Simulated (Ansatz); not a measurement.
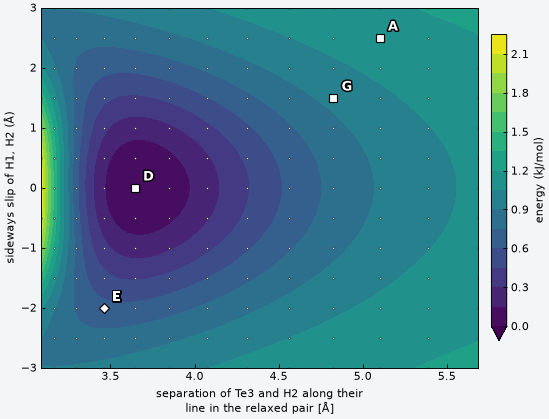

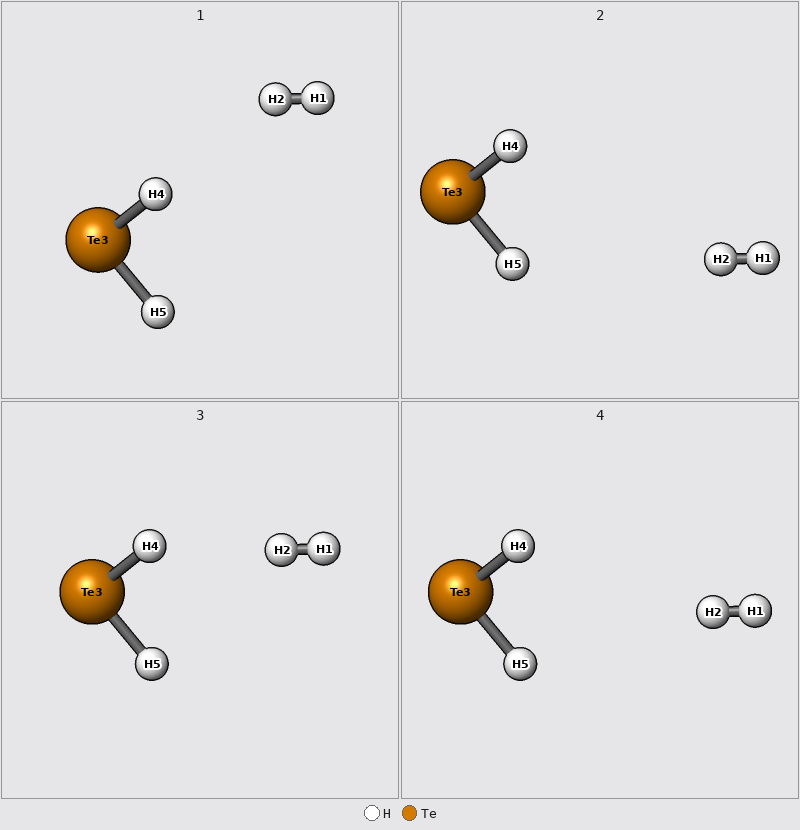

The pair H₂···H₂Te. The first coordinate is: separation of Te3 and H2 along their line in the relaxed pair; the second: sideways slip of H1, H2. Nothing is relaxed (both partners rigid). The grid has 13 × 13 points. Points are written as (first, second). Energies are in kJ/mol, from the lowest grid point. Level of theory: RKS r2SCAN0-D4/def2-TZVPD (Ansatz).

In the figure: filled contours, dots at the grid points, lettered points. Between grid points the surface is interpolated. The numbered pictures are the structures at these points, in random order.

> Which structure belongs to which point?

A is structure 2: (5.101 Å, 2.5 Å), 1.14 kJ/mol; D is structure 3: (3.645 Å, 0.0 Å), 0.00 kJ/mol; E is structure 1: (3.460 Å, −2.0 Å), 0.64 kJ/mol; G is structure 4: (4.825 Å, 1.5 Å), 0.94 kJ/mol.
